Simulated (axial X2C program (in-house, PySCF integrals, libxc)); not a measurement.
# All-electron X2C curves of SrAl, part 2 of 2

Computed with an in-house X2C program for linear molecules on PySCF integrals; all-electron X2C, Sr dyall-cv3z, Al dyall-v3z. The steps go on from the part before.

## Step 9: PBE0, 2c

State followed: Ω = 1/2 (excess of +ω over −ω: ω = 1/2). The scan is laid around 3.310 Å, a first estimate of the minimum, and this SCF restarts from the orbitals of the search.

The SCF at the reference distance of 3.310 Å:

```text
two-component X2C + atomic mean field  PBE0
basis functions 182  fitting functions 991  grid points 5087
iter        total energy     max residual
   1      -3420.489689824     9.75e-06
   2      -3420.489689840     6.87e-06
   3      -3420.489689847     5.40e-06
   4      -3420.489689855     2.33e-06
   5      -3420.489689857     3.12e-07
converged
one-electron -4889.74039341  Coulomb 1515.71485933  exact exchange -30.51020368  xc functional -93.57122775  nuclear repulsion 78.97690097  atomic mean-field constant -1.35962533
```

Along the bond, energies from the lowest point:

| R (Å) | E (eV) | μ (D) | HOMO (eV) | LUMO (eV) | iterations |
| --- | --- | --- | --- | --- | --- |
| 2.880 | 0.2655 | -2.57 | -3.96 | -2.55 | 15 |
| 3.012 | 0.1082 | -2.77 | -3.95 | -2.44 | 13 |
| 3.111 | 0.0417 | -2.90 | -3.86 | -2.37 | 13 |
| 3.211 | 0.0083 | -3.00 | -3.79 | -2.31 | 12 |
| 3.310 | 0.0000 | -3.09 | -3.72 | -2.26 | 5 |
| 3.426 | 0.0134 | -3.16 | -3.66 | -2.20 | 13 |
| 3.542 | 0.0440 | -3.20 | -3.61 | -2.16 | 13 |
| 3.691 | 0.0988 | -3.21 | -3.57 | -2.12 | 13 |
| 3.873 | 0.1763 | -3.15 | -3.54 | -2.11 | 13 |
| 4.138 | 0.2891 | -2.96 | -3.53 | -2.13 | 13 |

Dipoles are positive if Al is the positive end.

Outer spinors at the reference distance:

```csv
ω,occupied,ε (eV),atomic character,λ mixture
-1/2,yes,-25.64,100% Sr p,"69% π, 31% σ"
1/2,yes,-25.64,100% Sr p,"72% π, 28% σ"
3/2,yes,-24.52,100% Sr p,100% π
-3/2,yes,-24.51,100% Sr p,100% π
-1/2,yes,-24.48,99% Sr p,"69% σ, 31% π"
1/2,yes,-24.44,99% Sr p,"72% σ, 28% π"
-1/2,yes,-8.87,"77% Al s, 9% Sr p, 8% Sr s",100% σ
1/2,yes,-7.77,"78% Al s, 8% Sr s, 8% Sr p",100% σ
-1/2,yes,-4.38,"52% Al p, 38% Sr s, 5% Al s",100% σ
1/2,yes,-4.15,"70% Sr s, 15% Al p, 10% Sr p",100% σ
1/2,yes,-3.72,"75% Al p, 12% Sr d, 10% Sr p",100% π
-3/2,no,-2.26,"72% Al p, 13% Sr p, 13% Sr d",100% π
-1/2,no,-1.97,"43% Sr s, 23% Al p, 19% Sr p",100% σ
-1/2,no,-1.56,"57% Al p, 32% Sr p, 9% Sr d",100% π
3/2,no,-1.54,"58% Al p, 30% Sr p, 10% Sr d",100% π
```

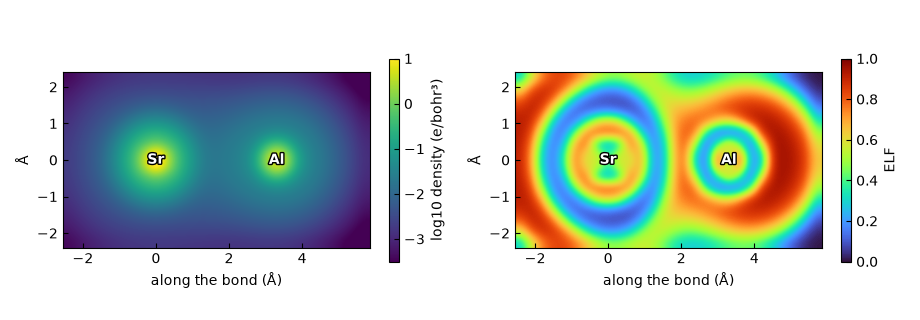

PBE0 fields in a plane through the axis, from a grid of 0.3 Å; Sr lies at z = 0 and Al at z = 3.310 Å; the ELF is damped to zero where the density is low.

Re = 3.300 Å, ωe = 159.7 cm⁻¹, ωexe = 0.947 cm⁻¹, Be = 0.07499 cm⁻¹, De = 0.617 eV, μ = -3.08 D.

## Step 10: HF, 2c

Output at 3.310 Å:

```text
two-component X2C + atomic mean field  HF
basis functions 182  fitting functions 991  grid points 5087
iter        total energy     max residual
   1      -3418.449073140     2.29e-01
   2      -3418.469276530     4.75e-03
   3      -3418.471498282     3.82e-03
   4      -3418.472923388     3.33e-03
   5      -3418.474078733     2.93e-03
   6      -3418.475572366     2.29e-03
   7      -3418.476886805     1.66e-03
   8      -3418.477572178     1.30e-03
   9      -3418.477999338     9.65e-04
  10      -3418.478206217     6.48e-04
  11      -3418.478284100     4.12e-04
  12      -3418.478315433     2.44e-04
  13      -3418.478328579     1.64e-04
  14      -3418.478335358     1.22e-04
  15      -3418.478338699     7.64e-05
  16      -3418.478340422     5.28e-05
  17      -3418.478341250     3.85e-05
  18      -3418.478341688     3.21e-05
  19      -3418.478341983     3.24e-05
  20      -3418.478342212     3.26e-05
  21      -3418.478342400     3.25e-05
  22      -3418.478342593     3.26e-05
  23      -3418.478342741     3.24e-05
  24      -3418.478342833     3.19e-05
  25      -3418.478342843     3.14e-05
  26      -3418.478342767     3.08e-05
  27      -3418.478342655     3.04e-05
  28      -3418.478342553     3.03e-05
  29      -3418.478342475     3.03e-05
  30      -3418.478342321     2.96e-05
  31      -3418.478341555     3.74e-05
  32      -3418.478341102     3.53e-05
  33      -3418.478340578     3.71e-05
  34      -3418.478339869     4.14e-05
  35      -3418.478339444     3.72e-05
  36      -3418.478340070     3.02e-05
  37      -3418.478339384     3.45e-05
  38      -3418.478336991     7.85e-05
  39      -3418.478336303     5.83e-05
  40      -3418.478336030     4.06e-05
  41      -3418.478334179     7.14e-05
  42      -3418.478333833     4.72e-05
  43      -3418.478327811     1.63e-04
  44      -3418.478326848     1.20e-04
  45      -3418.478325357     1.08e-04
  46      -3418.478323054     1.22e-04
  47      -3418.478322383     9.15e-05
  48      -3418.478321208     8.75e-05
  49      -3418.478322427     2.67e-05
  50      -3418.478318171     1.41e-04
  51      -3418.478312802     2.14e-04
  52      -3418.478315798     7.81e-05
  53      -3418.478317000     2.45e-05
  54      -3418.478316809     1.86e-05
  55      -3418.478316183     4.17e-05
  56      -3418.478312841     1.37e-04
  57      -3418.478312425     1.05e-04
  58      -3418.478310924     1.17e-04
  59      -3418.478310359     9.76e-05
  60      -3418.478312379     8.90e-05
  61      -3418.478313040     3.02e-05
  62      -3418.478313346     2.04e-05
  63      -3418.478313449     1.49e-05
  64      -3418.478313942     3.65e-05
  65      -3418.478314251     1.91e-05
  66      -3418.478314563     2.12e-05
  67      -3418.478314451     1.28e-05
  68      -3418.478314686     1.62e-05
  69      -3418.478314550     1.31e-05
  70      -3418.478314171     2.85e-05
  71      -3418.478313830     3.26e-05
  72      -3418.478313697     2.42e-05
  73      -3418.478313176     4.01e-05
  74      -3418.478312964     3.20e-05
  75      -3418.478313522     2.60e-05
  76      -3418.478312048     7.27e-05
  77      -3418.478311065     8.05e-05
  78      -3418.478309710     9.82e-05
  79      -3418.478309115     8.38e-05
  80      -3418.478309117     5.22e-05
NOT converged
one-electron -4888.68820953  Coulomb 1514.74683739  exact exchange -122.15421261  xc functional 0.00000000  nuclear repulsion 78.97690097  atomic mean-field constant -1.35962533
```

Re = 3.385 Å, ωe = 156.9 cm⁻¹, ωexe = 1.12 cm⁻¹, Be = 0.07128 cm⁻¹, De = 0.316 eV, μ = -3.81 D.

## Step 11: TPSS, 2c

The SCF at the reference distance of 3.310 Å:

```text
two-component X2C + atomic mean field  TPSS
basis functions 182  fitting functions 991  grid points 5087
iter        total energy     max residual
   1      -3420.802379924     4.67e-02
   2      -3420.804098915     6.40e-03
   3      -3420.804028361     4.40e-03
   4      -3420.803995517     2.47e-03
   5      -3420.804263807     5.81e-04
   6      -3420.804283853     7.39e-05
   7      -3420.804285606     5.21e-05
   8      -3420.804286773     5.04e-05
   9      -3420.804287226     2.02e-05
  10      -3420.804287353     4.92e-06
  11      -3420.804287362     2.11e-06
  12      -3420.804287363     6.59e-07
converged
one-electron -4889.38264518  Coulomb 1515.33717058  exact exchange 0.00000000  xc functional -124.37608841  nuclear repulsion 78.97690097  atomic mean-field constant -1.35962533
```

Re = 3.286 Å, ωe = 165.4 cm⁻¹, ωexe = 0.837 cm⁻¹, Be = 0.07561 cm⁻¹, De = 0.649 eV, μ = -3.02 D.

## Step 12: MP2, 2c

Correlated methods: 13 electrons correlated (frozen shells, counted by type: Sr 3 s, 2 p, 1 d; Al 2 s, 1 p), 235 virtual spinors in MP2.

MP2: No constants are quoted: the reference is strongly spin-contaminated.

## Step 13: A higher determinant, 2c

State: Ω = 3/2 (excess of +ω over −ω: ω = 3/2).

Output at the reference distance:

```text
two-component X2C + atomic mean field  PBE0
basis functions 182  fitting functions 991  grid points 5087
iter        total energy     max residual
   1      -3420.489185231     4.89e-06
   2      -3420.489185237     3.48e-06
   3      -3420.489185239     2.23e-06
converged
one-electron -4889.73373918  Coulomb 1515.70873139  exact exchange -30.51022347  xc functional -93.57122962  nuclear repulsion 78.97690097  atomic mean-field constant -1.35962533
```

| R (Å) | E above the lowest PBE0 point (eV) |
| --- | --- |
| 2.880 | 0.283 |
| 3.012 | 0.124 |
| 3.111 | 0.057 |
| 3.211 | 0.023 |
| 3.310 | 0.014 |
| 3.426 | 0.026 |
| 3.542 | 0.056 |
| 3.691 | 0.110 |
| 3.873 | 0.187 |

Re = 3.303 Å, ωe = 159.1 cm⁻¹, ωexe = 0.949 cm⁻¹, Be = 0.07482 cm⁻¹, μ = -3.10 D. Te = 0.01 eV.

## Step 14: The 2c curves together

Energy (eV) of the followed determinant, 2c, from each level's lowest point:

| R (Å) | PBE0 | HF | MP2 (spin-contaminated) | TPSS |
| --- | --- | --- | --- | --- |
| 2.880 | 0.265 | 0.409 | 0.277 | 0.258 |
| 3.012 | 0.108 | 0.194 | 0.111 | 0.102 |
| 3.111 | 0.042 | 0.093 | 0.043 | 0.037 |
| 3.211 | 0.008 | 0.033 | 0.018 | 0.006 |
| 3.310 | 0.000 | n/a | n/a | 0.000 |
| 3.426 | 0.013 | 0.000 | 0.000 | 0.017 |
| 3.542 | 0.044 | 0.018 | 0.025 | 0.052 |
| 3.691 | 0.099 | 0.061 | 0.070 | 0.114 |
| 3.873 | 0.176 | 0.127 | 0.127 | 0.202 |
| 4.138 | 0.289 | 0.219 | 0.188 | 0.332 |

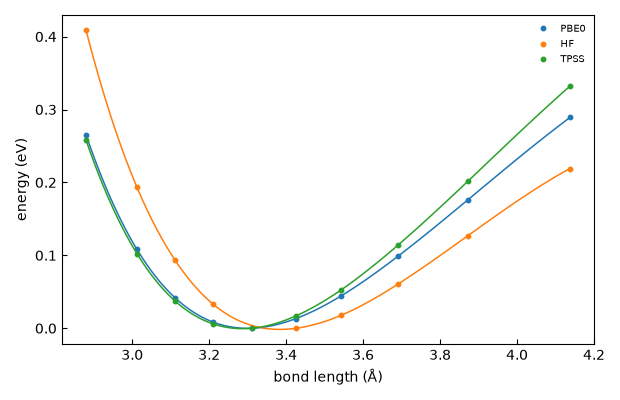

Curves of the followed state, 2c, each from its own lowest point. Left out: MP2.

Time for the job: 2.8 min (1 thread, shared host).

## Step 15: Results

This closing draws on all 2 parts.

Lowest determinant that the search found at its distance, spin-free: M_S = 1/2, Λ = 1 (beyond closed shells: π+α).

Lowest determinant that the search found at its distance, 2c: Ω = 1/2 (excess of +ω over −ω: ω = 1/2).

| Hamiltonian | level | Re (Å) | ωe (cm⁻¹) | De (eV) | μ (D) |
| --- | --- | --- | --- | --- | --- |
| spin-free | PBE0 | 3.302 | 159.3 | 0.610 | -3.09 |
| spin-free | HF | 3.389 | 157.1 | 0.310 | -3.83 |
| spin-free | CCSD | 3.366 | 140.2 | 0.255 | n/a |
| spin-free | CCSD(T) | 3.367 | 137.9 | 0.281 | n/a |
| spin-free | TPSS | 3.288 | 165.2 | 0.642 | -3.03 |
| 2c | PBE0 | 3.300 | 159.7 | 0.617 | -3.08 |
| 2c | HF | 3.385 | 156.9 | 0.316 | -3.81 |
| 2c | TPSS | 3.286 | 165.4 | 0.649 | -3.02 |

Dipoles are positive if Al is the positive end. No constants: spin-free MP2 (the reference is strongly spin-contaminated); 2c MP2 (the reference is strongly spin-contaminated). Spin-free ⟨S²⟩ is off its pure value at PBE0 1.05, HF 1.55, TPSS 0.98.

Time per point (s) on 1 thread, shared host (2c runs); the times are rough: PBE0 0.72, HF 1.3, TPSS 0.82.

At PBE0, going from spin-free to two-component changes Re by -2 mÅ, ωe by +0.2 %, which is small (part of it comes from the scalar share of the two-electron terms). De moves by +0.01 eV; both De rest on single-determinant atoms, which can miss part of an open shell's spin–orbit lowering.

De refers to Sr + Al, each in the lowest determinant found, which need not be this curve's own limit. Each curve is one determinant whose occupation by symmetry is held fixed; it was picked as the lowest of a PBE0 search that is not exhaustive. De is counted from the lowest determinant-based energies of the atoms at the same level, without counterpoise correction. Density functionals use the spin component along the axis (collinear). Coupled cluster ran in a truncated set of natural virtual spinors; the MP2 energy of the rest was added. The meta-GGAs lack a current-density term, which matters for open shells with orbital currents, atoms included. Some points did not converge and are left out. The spin-free determinant is spin-contaminated at some levels. T1 at Re is 0.040 (Lee–Taylor), above the customary mark of 0.02.
